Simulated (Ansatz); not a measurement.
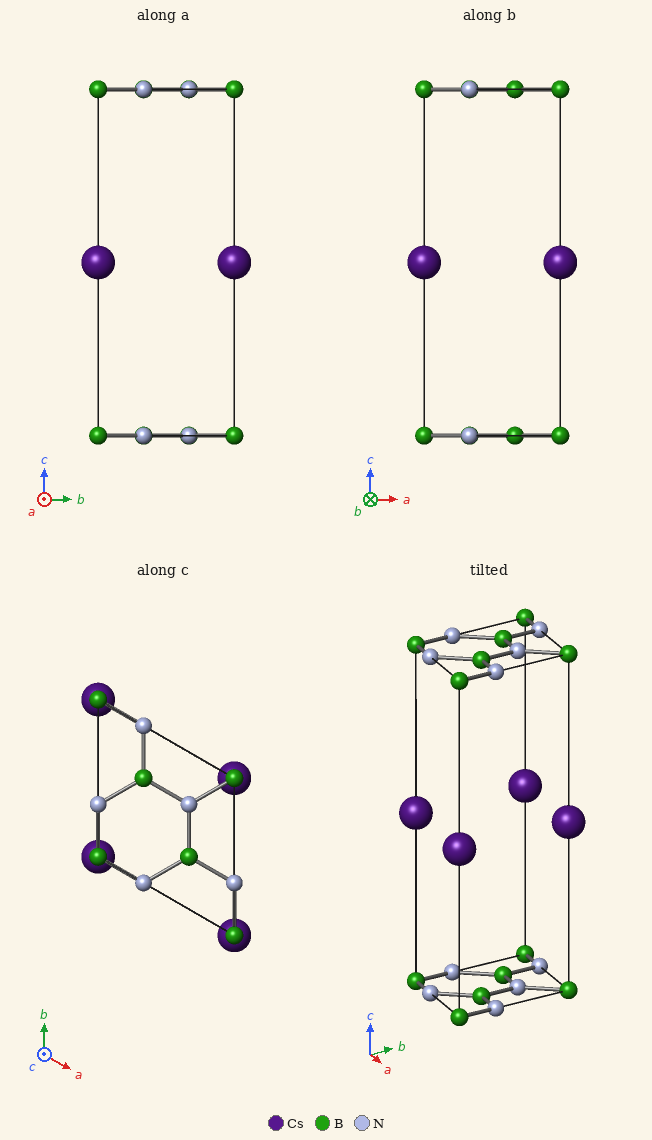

Drawn in the ball-and-stick manner and seen along the a axis, along the b axis, along the c axis and slightly off an axis. Atoms at the boundary of the conventional unit cell (the box) are drawn once for each face, edge or corner they touch.

Lattice parameters: a = 4.3688 Å, b = 4.3688 Å, c = 9.6236 Å, α = 90.000°, β = 90.000°, γ = 120.000°.

Question: From the views, write a CIF with its space group and independent sites.

Answer:
```cif
data_structure
_symmetry_space_group_name_H-M 'P -6 2 m'
_symmetry_Int_Tables_number 189
_cell_length_a 4.3688
_cell_length_b 4.3688
_cell_length_c 9.6236
_cell_angle_alpha 90.000
_cell_angle_beta 90.000
_cell_angle_gamma 120.000
_cell_volume 159.07
loop_
_atom_site_label
_atom_site_type_symbol
_atom_site_symmetry_multiplicity
_atom_site_Wyckoff_symbol
_atom_site_fract_x
_atom_site_fract_y
_atom_site_fract_z
_atom_site_occupancy
Cs1 Cs 1 b 0.0000 0.0000 0.5000 1
B1 B 2 c 0.3333 0.6667 0.0000 1
B2 B 1 a 0.0000 0.0000 0.0000 1
N1 N 3 f 0.3333 0.0000 0.0000 1
```

The structure was taken from a random cell made by a generator, so it need not be a real form of the compound. Earlier steps of the study may have refined or changed the cell and positions. A calculation with Ansatz used it as input.
